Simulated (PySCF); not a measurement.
# C4H6Br2Si (SMILES C=C[Si](Br)(Br)C=C): what the fields show

```yaml
atoms:
  - { symbol: Si, position_ang: [-0.5078, -0.3132, -0.4524] }
  - { symbol: C, position_ang: [-0.6906, -0.5793, 1.3745] }
  - { symbol: C, position_ang: [-1.3621, 0.2257, 2.2038] }
  - { symbol: H, position_ang: [-0.2113, -1.4807, 1.7803] }
  - { symbol: H, position_ang: [-1.8633, 1.1302, 1.8430] }
  - { symbol: H, position_ang: [-1.4407, 0.0124, 3.2751] }
  - { symbol: C, position_ang: [1.2536, -0.3157, -1.0339] }
  - { symbol: C, position_ang: [1.8473, 0.6843, -1.6925] }
  - { symbol: H, position_ang: [1.8288, -1.2263, -0.8174] }
  - { symbol: H, position_ang: [1.3113, 1.6064, -1.9418] }
  - { symbol: H, position_ang: [2.8928, 0.6200, -2.0133] }
  - { symbol: Br, position_ang: [-1.4969, 1.5993, -1.0303] }
  - { symbol: Br, position_ang: [-1.5305, -2.0153, -1.4727] }
```

Geometry: PBE0-D3(BJ)/def2-SVP.

Computed with CAM-B3LYP/def2-SVPD, SCF density, gas phase (PySCF 2.14.0).

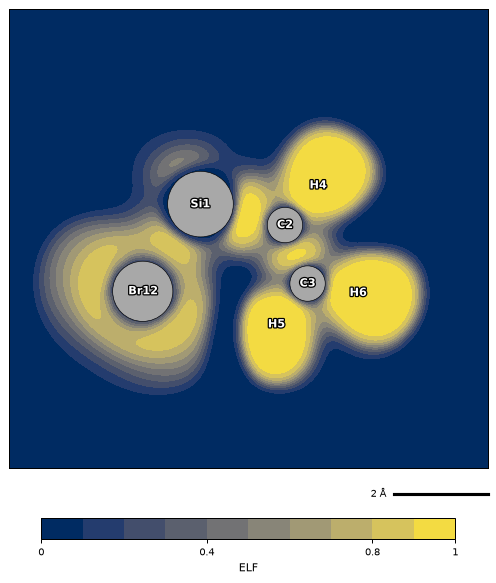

Figure 1. Electron localisation function on the plane of atoms C3, C2 and H4. Grey discs cover the atomic cores.

Describe what can be read from this map.

The plane passes through Si, C, H and Br nuclei.
C–C (1.34 Å): the ELF peaks at about 0.90 between the atoms (a short, multiple covalent bond).
C–Si (1.86 Å): the ELF peaks at about 0.95 between the atoms; a shared electron pair.
Si–Br (2.23 Å): the ELF peaks at about 0.90 between the atoms (a shared but strongly polarised pair).
C–H (1.10 Å): the ELF climbs to about 1 towards the hydrogen, as it does in any bond to H: an ordinary covalent bond to hydrogen.
The ELF also peaks beside Br12, away from the bonds: lone-pair regions.

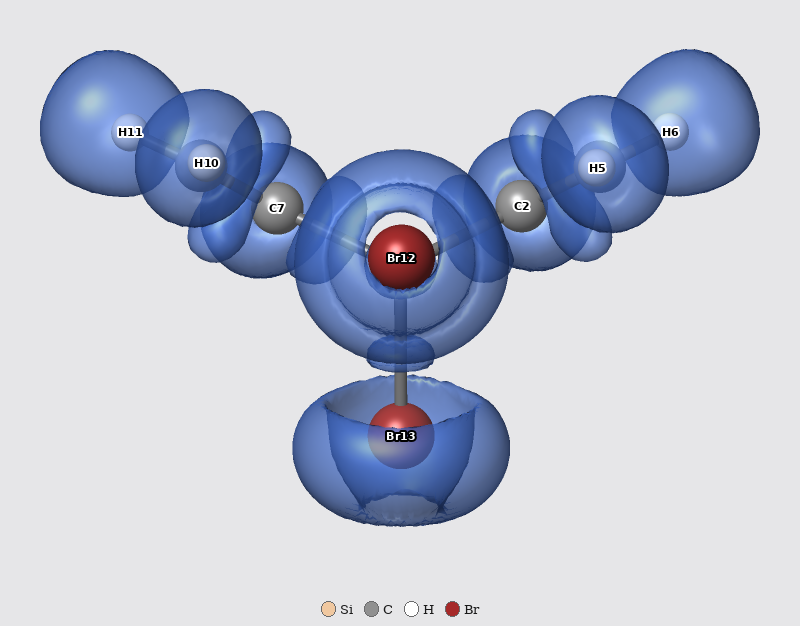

Figure 2. Isosurface of the ELF at 0.8 (blue), seen from one side. Core shells and regions of very low density are left out.

Identify the bonds, lone pairs and shells in this picture.

At this value the surface marks out two regions between bonded Br–Si atoms (shared pairs), two regions between bonded C–C atoms (shared pairs), two regions between bonded C–Si atoms (shared pairs), six regions around hydrogen nuclei and two rings or bowls of non-bonding electrons around Br.


 C–Si (1.85 Å): the ELF peaks at about 0.95 between the atoms (localised, covalent bonding).

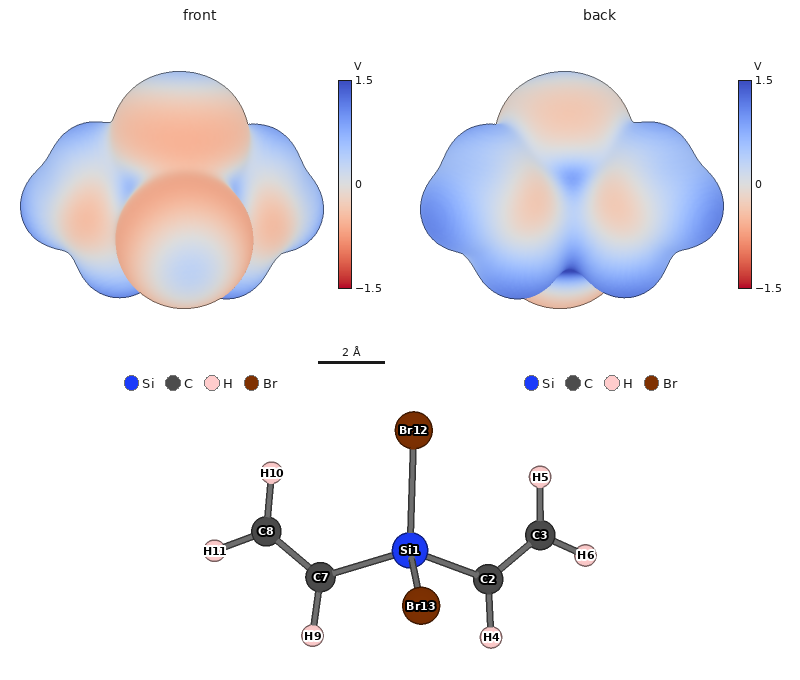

Figure 3. The molecular electrostatic potential painted on the density surface at 0.002 e/bohr³, seen from the front and from behind; the colour scale runs from red (negative) to blue (positive). The bare structure is drawn below in the same view.

Describe the electrostatic potential map.

The most negative region (about −0.6 V, or −14 kcal/mol for a unit charge) lies over Br12 and Br13, the most positive (about +1.3 V, or +30 kcal/mol for a unit charge) over Si1. Br12 shows a σ-hole: about +0.4 V, or +9 kcal/mol for a unit charge at the tip opposite its bond, against about −0.2 V on its flanks. Br13 shows a σ-hole: about +0.3 V, or +7 kcal/mol for a unit charge at the tip opposite its bond, against about −0.5 V, or −12 kcal/mol for a unit charge on its flanks.

How polar is the molecule by this calculation?

Its dipole moment is 2.33 D.
